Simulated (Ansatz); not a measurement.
```xyz
11

Ge   -1.1959    1.1623   -0.5506
O     1.4909    0.3002   -0.4193
H    -2.6912    1.5642   -0.5745
H    -0.3742    2.2897    0.0842
H    -0.7558    0.6607   -1.9265
H    -0.0293   -1.4137    1.0651
F    -1.2485   -0.2163    0.5779
H     1.4196   -0.5773    0.0212
O     0.8072   -1.9168    1.0255
H     1.9843    0.8303    0.2215
H     0.5929   -2.6833    0.4755
```

Theory: RKS B3LYP-D4/def2-SVP (Ansatz 0.2.0).

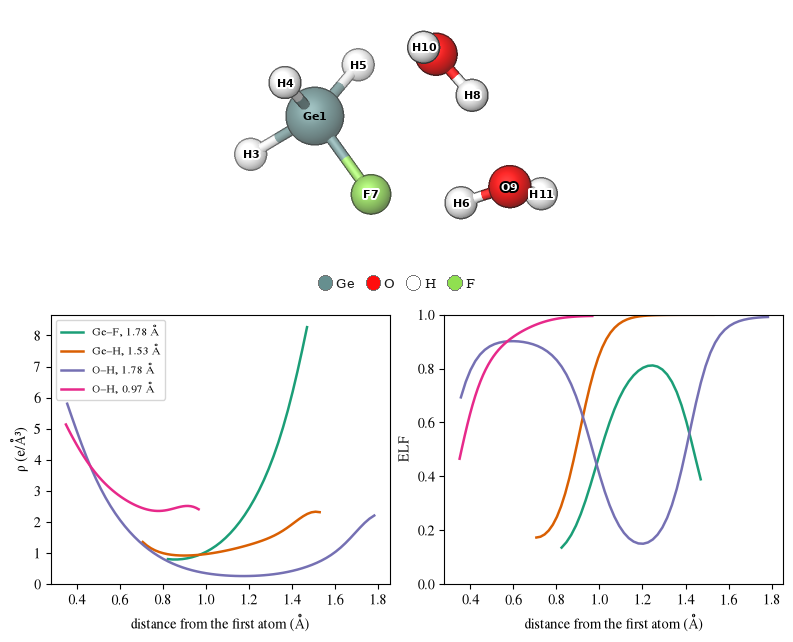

FGeH$_{3}$···H$_{2}$O···H$_{2}$O. Total electron density and electron localisation function along straight lines between neighbouring atoms. The curves leave out the atomic cores. The structure is drawn too.

**Compare the contacts.**

Ge–F (1.78 Å): ρ is about 0.81 e/Å³ halfway; the ELF peaks at about 0.80 in the valence shell of F, 0.5 Å from its nucleus, and is about 0.20 at the midpoint.
Ge–H (1.53 Å): ρ at the midpoint is about 1.1 e/Å³; the ELF climbs to about 1 towards the hydrogen.
O9···H8 (1.78 Å): the density falls to about 0.26 e/Å³ on the way; the ELF dips to about 0.15 between them (a closed-shell contact with the geometry of a hydrogen bond).
O–H (0.97 Å): ρ at the midpoint is about 3.6 e/Å³; the ELF climbs to about 1 towards the hydrogen (a covalent bond by its length).
